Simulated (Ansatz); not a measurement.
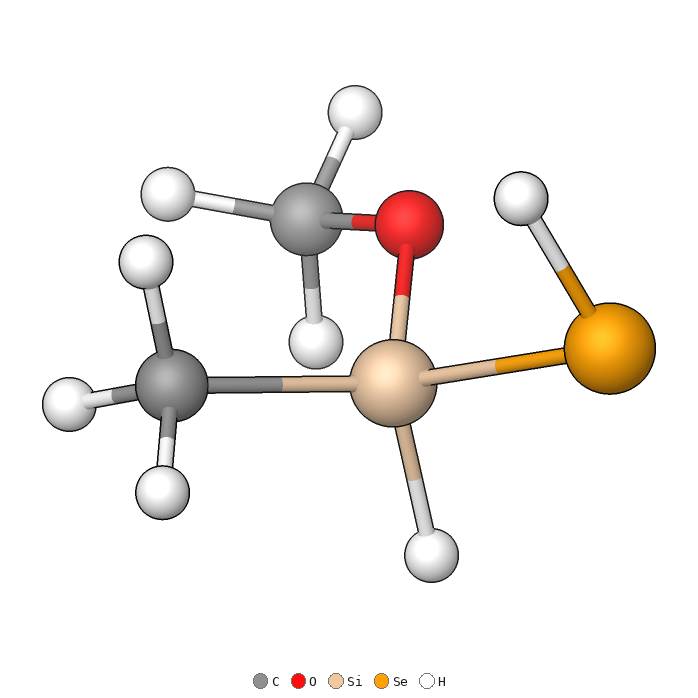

The picture shows a molecular structure as a ball-and-stick model.

**Which formula does it have?**

C2H8OSeSi, 13 atoms: 2 carbon, 8 hydrogen, 1 oxygen, 1 selenium and 1 silicon.

**Count the bonded pairs by element.**

6 C–H, 1 C–O, 1 O–Si, 1 C–Si, 1 Se–Si, 1 Si–H, 1 Se–H.

**What is the point group of this geometry?**

C1.

**Name functional groups in it.**

Among them: Si–H bond, Si–O bond.

**Does it have rings?**

It has no ring.

More results for the same structure follow; atom numbers are the same in all pictures, views and colours differ. Computed geometry: PBE0-D4/def2-TZVP optimisation.

### Vibrations

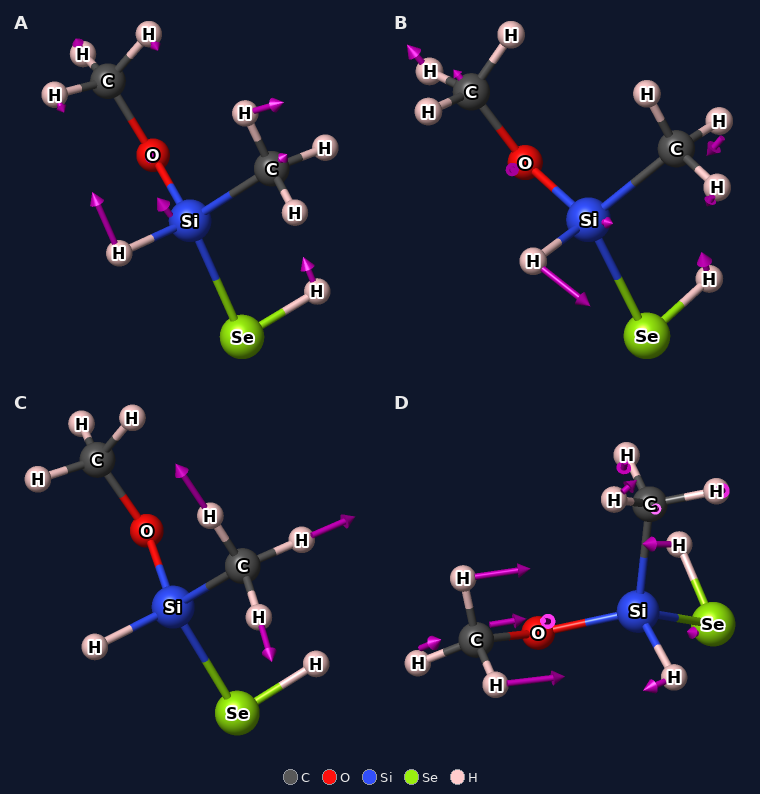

4 normal modes of one molecule or complex, as arrows. Harmonic vibrations computed with RKS PBE0-D4/def2-TZVP (Ansatz 0.2.0) at a stationary point of the same level.

**Match the panels to the wavenumbers 237 cm⁻¹, 408 cm⁻¹, 790 cm⁻¹, 3048 cm⁻¹.**

A: 408 cm⁻¹
B: 790 cm⁻¹
C: 3048 cm⁻¹, in-phase stretching of 3 C–H bonds
D: 237 cm⁻¹

### Charges

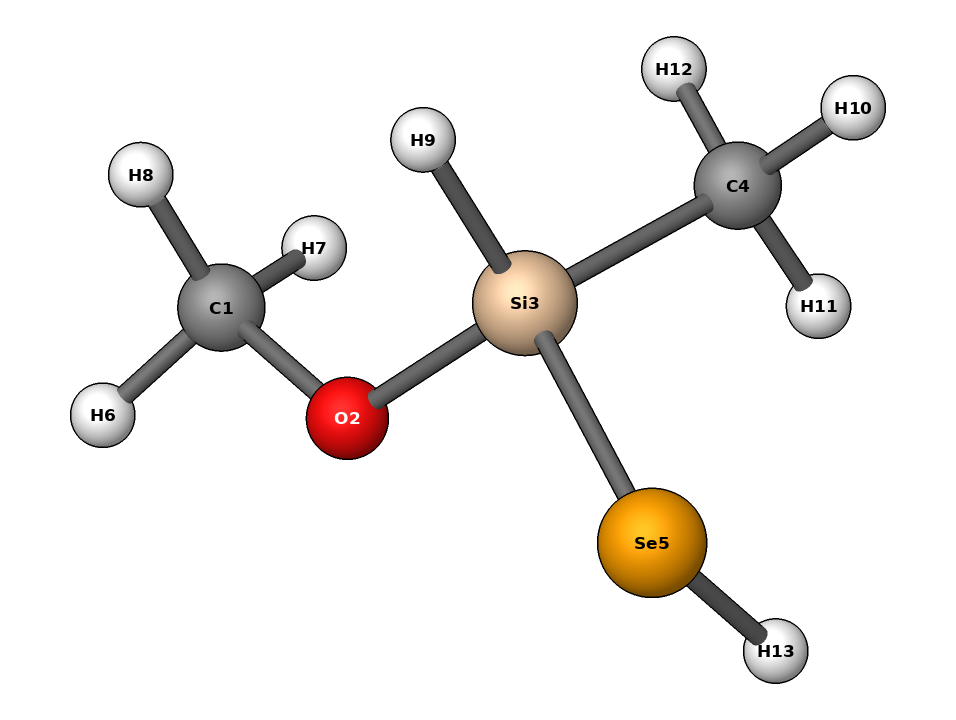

The questions are on Mulliken charges. Method: RKS PBE0-D4/def2-TZVP (Ansatz 0.2.0).

**Which atom carries the highest charge (most positive or least negative)?**

Si3 (0.41 e).

**And the lowest?**

C4 (−0.49 e).

List the Mulliken charges.

| atom | value (e) |
| --- | --- |
| C1 | −0.22 |
| O2 | −0.32 |
| Si3 | 0.41 |
| C4 | −0.49 |
| Se5 | −0.26 |
| H6 | 0.14 |
| H7 | 0.12 |
| H8 | 0.12 |
| H9 | −0.04 |
| H10 | 0.15 |
| H11 | 0.14 |
| H12 | 0.14 |
| H13 | 0.13 |

### Levels of theory compared

Program: Ansatz 0.2.0.

At this fixed geometry, give dipole (D), HOMO–LUMO gap (eV) at these levels: B3LYP-D4/def2-TZVPP; PBE-D4/def2-TZVPP; r2SCAN-D4/def2-TZVPP; ωB97M-V/def2-TZVPP.

```csv
level,dipole (D),HOMO–LUMO gap (eV)
B3LYP-D4/def2-TZVPP,2.38,6.74
PBE-D4/def2-TZVPP,2.27,5.23
r2SCAN-D4/def2-TZVPP,2.41,5.82
ωB97M-V/def2-TZVPP,2.43,11.26
```

Mulliken values depend strongly on the basis set and can even reverse the polarity of a bond.
